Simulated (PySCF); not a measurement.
Run report: Cd, atomic calculation

- system: Cd, configuration 1s2 2s2 2p6 3s2 3p6 3d10 4s2 4p6 4d10 5s2, multiplicity 1.
- method: unrestricted HF, aug-cc-pVDZ-PP with ECP28, scalar-relativistic core potential (PySCF)

### Output (extracts)
```
damping factor = 0
level_shift factor = 0
DIIS = <class 'pyscf.scf.diis.CDIIS'>
diis_start_cycle = 1
diis_space = 10
diis_damp = 0
SCF conv_tol = 1e-09
SCF conv_tol_grad = None
number electrons alpha = 10  beta = 10
cycle= 1 E= -166.837873242303  delta_E= -4.34e-10  |g|= 4.59e-06  |ddm|= 8.69e-05
converged SCF energy = -166.837873242303  <S^2> = 1.5987212e-14  2S+1 = 1
```

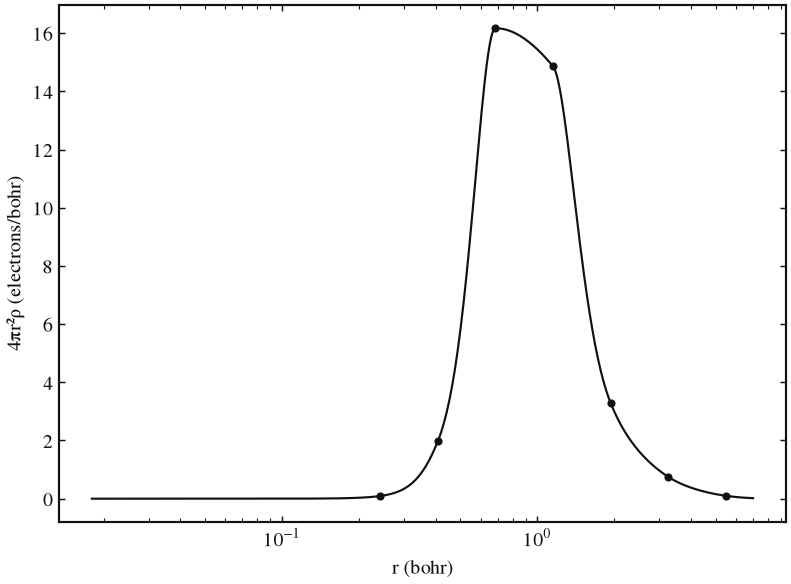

**Figure 1.** Spherically averaged radial density 4πr²ρ of the mean field (valence electrons alone, under a core potential); markers are the stored points, which are sparse, and the line is a monotone interpolation between them. The largest stored value is 16.2 electrons/bohr at r = 0.69 bohr. Root-mean-square radii of the shells: 4s 0.947, 4p 1.04, 4d 1.39, 5s 3.34 bohr.

### Input file
```python
from pyscf import gto, scf, dft, mp, cc
import basis_set_exchange as bse
txt = bse.get_basis("aug-cc-pVDZ-PP", elements=["Cd"], fmt="nwchem", header=False)
cut = txt.index("\nECP")
mol = gto.M(atom="Cd 0 0 0", charge=0, spin=0, symmetry="D2h",
            basis=gto.basis.parse(txt[:cut]),
            ecp={"Cd": gto.basis.parse_ecp(txt[cut:])})
mf = scf.UHF(mol)
mf.irrep_nelec = {'Ag': (4, 4), 'B1g': (1, 1), 'B2g': (1, 1), 'B3g': (1, 1), 'B1u': (1, 1), 'B2u': (1, 1), 'B3u': (1, 1)}
mf.kernel()
```

The script is an equivalent of what the driver set up; the driver started from orbitals of its own, so the log can be shorter than this script's would be, and it computed the properties (radii, ⟨L²⟩, response) afterwards. It held the occupations shell by shell, which the script's counts by irreducible representation don't always enforce.

Launched within a batch (the task file carries these settings):
```bash
OMP_NUM_THREADS=1 python <driver script> TASK.json OUT
```

### Results in brief

- outcome: converged
- total energy (valence electrons, under a core potential): −166.837873 hartree
- SCF iterations: 1
- hardware: 1 thread of Intel Xeon, 54 GiB of memory available, shared host
